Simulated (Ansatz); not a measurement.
# BClO (boron chloride oxide) at 6 levels

We compute a comparison of 6 runs (BLYP/STO-3G, CAM-B3LYP/STO-3G, UB3LYP/STO-3G, UPBE/STO-3G, UPBE0/STO-3G, CCSD(T)/STO-3G) of BClO (boron chloride oxide). 

Program for the calculation: Ansatz 0.2.0.

61 further runs of the same task are left out: 15 that didn't finish, 46 set aside as unsound or not needed.

### 1 The molecule

BClO has 3 atoms, charge 0, and is taken as a singlet. As SMILES, `O=BCl`. The B2–O1 distance was set to 1.790 Å, away from the relaxed value.

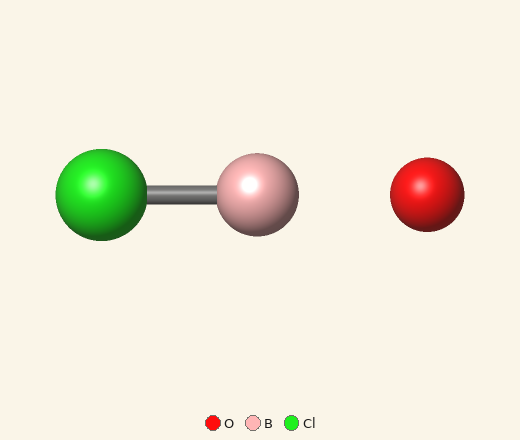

Viewed from a chosen angle; oxygen red, boron pink, chlorine green.

### 2 A single-point energy at BLYP/STO-3G (run 1)

in.yaml reads:

```yaml
crystal:
  periodic: [false, false, false]
  atoms:
    - symbol: O
      position_ang: [1.472822, 0.876003, 0.905763]
    - symbol: B
      position_ang: [0.113080, 0.066620, 0.069470]
    - symbol: Cl
      position_ang: [-1.132640, -0.672810, -0.696460]
basis:
  gaussian: {orbitals: STO-3G}
hamiltonian: {xc: {name: BLYP}}
accuracy: high
```

The run is started by

```
ansatz run in.yaml --threads 1 --pin off --max-ram 2610MiB --events-out events.jsonl --progress --plain --runs-dir runs
```

The log of the run:

```text
Warning: RAYON_NUM_THREADS=1 ignored (pool sized by the plan → 1); use --threads N
Functional definition: BLYP
  name "BLYP"
  parameter beta = 0.0042
  parameter a = 0.04918
  parameter b = 0.132
  parameter c = 0.2533
  parameter d = 0.349
  exchange = b88_x(beta = beta)
  correlation = lyp_c(a = a, b = b, c = c, d = d)
319 factors; integrals over basis functions are off by at most 3.2e-8 eV
mean field evaluation 1: about -15059.3056 eV, gradient 4.4e1 eV
mean field evaluation 2: about -14886.8214 eV, gradient 1.4e2 eV
mean field evaluation 4: about -15052.1271 eV, gradient 5.2e1 eV
mean field evaluation 8: about -15067.0530 eV, gradient 3.1e-1 eV
mean field -15067.05376087 eV, -553.7040128962 hartree, gradient 5.8e-9 eV, S^2 0.000000; 0 other end points of the search recorded, 0 dependent functions left out
reference -15067.05379179 eV, -553.7040140323 hartree; 15, 15 occupied and 4, 4 virtual orbitals, 319 factors
Total energy: -15067.05379179 eV, -553.7040140323 hartree
```

Wall time 0.85 s (1 thread of Arm Neoverse V1, shared host).

### 3 A single-point energy at CAM-B3LYP/STO-3G (run 2)

in.yaml reads:

```yaml
crystal:
  periodic: [false, false, false]
  atoms:
    - {symbol: O, position_ang: [1.472822, 0.876003, 0.905763]}
    - {symbol: B, position_ang: [0.113080, 0.066620, 0.069470]}
    - {symbol: Cl, position_ang: [-1.132640, -0.672810, -0.696460]}
basis:
  gaussian: {orbitals: STO-3G}
accuracy: high
hamiltonian: {xc: {name: CAM-B3LYP}}
```

The run is started by

```
ansatz run in.yaml --threads 1 --pin off --max-ram 2610MiB --events-out events.jsonl --progress --plain --runs-dir runs
```

The log of the run:

```text
Warning: RAYON_NUM_THREADS=1 ignored (pool sized by the plan → 1); use --threads N
Functional definition: CAM-B3LYP
  name "CAM-B3LYP"
  parameter alpha = 0.19
  parameter beta = 0.46
  parameter omega = 0.33/bohr
  parameter ac = 0.81
  exchange = (1 - alpha - beta)*b88_x + beta*b88_x_sr(omega) + alpha*exact_x + beta*exact_x_lr(omega)
  correlation = (1 - ac)*vwn5_c + ac*lyp_c
319 factors; integrals over basis functions are off by at most 3.2e-8 eV
141 factors; integrals over basis functions are off by at most 7.6e-10 eV
mean field evaluation 1: about -15056.1646 eV, gradient 4.7e1 eV
mean field evaluation 2: about -14917.3434 eV, gradient 1.5e2 eV
mean field evaluation 4: about -15062.9187 eV, gradient 3.1e1 eV
mean field evaluation 8: about -15063.0024 eV, gradient 3.0e1 eV
mean field evaluation 16: about -15066.2968 eV, gradient 1.4e-8 eV
mean field -15066.29682757 eV, -553.6761961106 hartree, gradient 2.6e-8 eV, S^2 0.000000; 0 other end points of the search recorded, 0 dependent functions left out
reference -15066.29683853 eV, -553.6761965132 hartree; 15, 15 occupied and 4, 4 virtual orbitals, 319 factors
Total energy: -15066.29683853 eV, -553.6761965132 hartree
```

It took 1.1 s on 1 thread of Arm Neoverse V1, shared host.

Runs 3 to 5 aren't shown in full; the table further down has their settings and results.

### 4 A single-point energy at CCSD(T)/STO-3G (run 6)

in.yaml reads:

```yaml
basis:
  gaussian: {orbitals: STO-3G}
crystal:
  periodic: [false, false, false]
  atoms:
    - symbol: O
      position_ang: [1.472822, 0.876003, 0.905763]
    - symbol: B
      position_ang: [0.113080, 0.066620, 0.069470]
    - symbol: Cl
      position_ang: [-1.132640, -0.672810, -0.696460]
accuracy: high
correlation: {method: ccsd_t, frozen_orbitals: {B: 1, Cl: 5, O: 1}}
scf: {omitted_lower_state_checks: [cluster_reference, increment]}
```

The run is started by

```
ansatz run in.yaml --threads 1 --pin off --max-ram 2610MiB --events-out events.jsonl --progress --plain --runs-dir runs
```

The log of the run, cut to the lines that bear on the results:

```text
Warning: RAYON_NUM_THREADS=1 ignored (pool sized by the plan → 1); use --threads N
Functional definition: HF
  name "HF"
[...]
319 factors; integrals over basis functions are off by at most 3.2e-8 eV
[...]
mean field -15036.93161831 eV, -552.5970445747 hartree, gradient 3.3e-8 eV, S^2 0.000000; 1 other end points of the search recorded, 0 dependent functions left out; unrestricted orbitals would lower it
7 core orbitals not correlated: weight in the atoms' cores, before any rotation towards them, 1.000 or more for the frozen orbitals, at most 0.000 for the correlated occupied ones
reference -15036.93161831 eV, -552.5970445747 hartree; 8, 8 occupied and 4, 4 virtual orbitals, 319 factors
second order -2.93422575 eV of doubles, -0.00000000 eV of singles
cycle   1  -2.96234980 eV  change   -2.8e-2 eV  update   2.4e-1
[...]
cycle  28  -4.65762138 eV  change  -7.5e-10 eV  update   1.6e-9
perturbative correction -0.90226448 eV, -0.0331576080 hartree
Total energy: -15042.49150417 eV, -552.8013666113 hartree
Checks for a lower state left out: cluster_reference, increment
```

Run time: 0.2 s. Hardware: 1 thread of Arm Neoverse V1, shared host.

### 5 All runs side by side

| run | level | frozen core orbitals | energy (Eh) | wall time |
| --- | --- | --- | --- | --- |
| 1 | BLYP/STO-3G | – | -553.704014 | 0.85 s |
| 2 | CAM-B3LYP/STO-3G | – | -553.676197 | 1.1 s |
| 3 | UB3LYP/STO-3G | – | -553.750732 | 2.4 s |
| 4 | UPBE/STO-3G | – | -553.466939 | 1.5 s |
| 5 | UPBE0/STO-3G | – | -553.515308 | 2.2 s |
| 6 | CCSD(T)/STO-3G | 7 | -552.801367 | 0.2 s |

### 6 Outcome

| quantity | value |
| --- | --- |
| run 6: total energy | -552.80137 Eh |
| run 6: correlation energy (7 core orbitals frozen) | -204.3 mEh |
| run 6: (T) correction | -33.16 mEh |
| run 6: T1 diagnostic | 0.114 |

In words: Totals of different functionals can't be ranked against each other. In run 6 the T1 diagnostic is large, so a single reference may not serve. In run 6 the log says that unrestricted orbitals would lower the reference, so the values rest on an unstable closed-shell determinant (other closed-shell runs at this shape may share the fault). In runs 1, 2, 3, 4, 5, 6 the basis is minimal, so the values are rough. Spin contamination of the reference: run 5 ⟨S²⟩ = 0.22. All runs together took 8.3 s, the longest 2.4 s.
